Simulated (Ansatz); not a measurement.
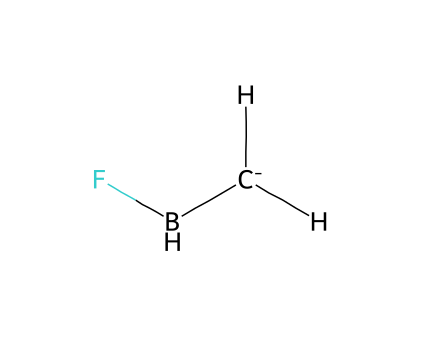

The picture comes from a calculation with Ansatz.

State: charge −1, singlet.

Question: Transcribe the drawing into SMILES.

Answer: [CH2-]BF

Question: What is the molecular formula?

Answer: CH3BF, charge -1.

Question: An optimisation with PBE0-D4/def2-TZVPD gave a structure of which point group?

Answer: Cs.
